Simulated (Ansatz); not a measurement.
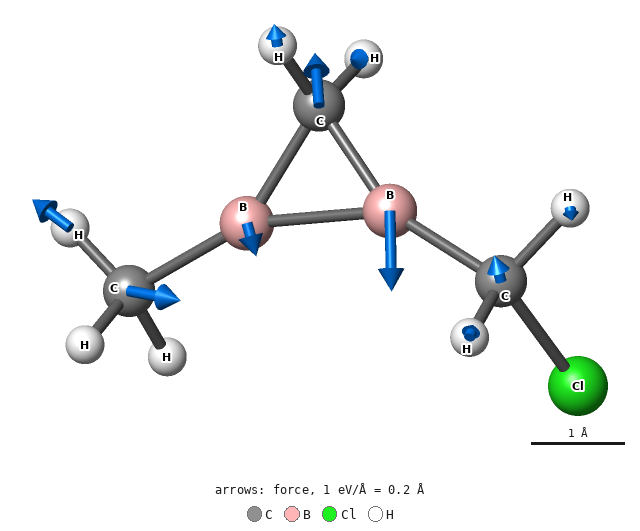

Starting geometry of C$_{3}$H$_{7}$B$_{2}$Cl (coarse preliminary run) with the computed forces as blue arrows. Style: ball-and-stick. Shown from a free direction.

The start comes from a force field.

The calculation used Ansatz 0.2.0, RKS PBE-D4/def2-SVP.

The input:
```yaml
crystal:
  periodic: [false, false, false]
  atoms:
    - {symbol: C, position_ang: [-0.411900, -2.293800, 0.523500]}
    - {symbol: B, position_ang: [0.203100, -0.870300, 0.117700]}
    - {symbol: C, position_ang: [1.398200, 0.007900, -0.241900]}
    - {symbol: B, position_ang: [0.203200, 0.845800, -0.257000]}
    - {symbol: C, position_ang: [-0.660400, 2.184200, -0.475600]}
    - {symbol: Cl, position_ang: [-1.504100, 2.632600, 1.047800]}
    - {symbol: H, position_ang: [-1.167200, -2.536900, -0.264200]}
    - {symbol: H, position_ang: [-0.939800, -2.126700, 1.480200]}
    - {symbol: H, position_ang: [0.328500, -3.011700, 0.633100]}
    - {symbol: H, position_ang: [2.097700, 0.226500, 0.656300]}
    - {symbol: H, position_ang: [1.856300, -0.191800, -1.207600]}
    - {symbol: H, position_ang: [0.069500, 3.006400, -0.708100]}
    - {symbol: H, position_ang: [-1.452700, 2.093000, -1.289400]}
basis:
  gaussian: {orbitals: def2-SVP}
hamiltonian: {xc: pbe, dispersion: d4}
relax: {f_tol: 0.03, max_steps: 200}
```

Command:
```bash
ansatz run in.yaml --threads 4 --pin off --events-out ev --progress --plain --max-ram 10444MiB
```

Question: Is this structure relaxed? If not, where do the atoms go?

Answer: It isn't relaxed: the largest force vector, on B4, is 4.36 eV/Å. The final displacements have little in common with the starting forces (cosine between the two patterns 0.15). The energy falls by 135.6 kJ/mol in 41 accepted moves (43 points after the start). Largest force component: 4.3 eV/Å at the start, 0.016 eV/Å at the end. The line search rejected the trial steps at points 29, 34 of the run. The largest move after the best rigid fit is that of H10, 1.88 Å. Largest moves by element: H 1.88 Å, Cl 0.85 Å, C 0.46 Å, B 0.28 Å. Near-neighbour distances that change, for instance: B2–H10 2.254 → 1.524 Å, B2–B4 1.757 → 1.564 Å, B2–C3 1.526 → 1.645 Å, C1–H9 1.037 → 1.109 Å. Among the angles between lasting bonds that change: B2–C3–H10 113.5° → 63.3°, B2–C3–H11 115.7° → 164.3°, C3–B4–C5 156.8° → 133.6°. Groups turn about B4–C5 by about 60°.
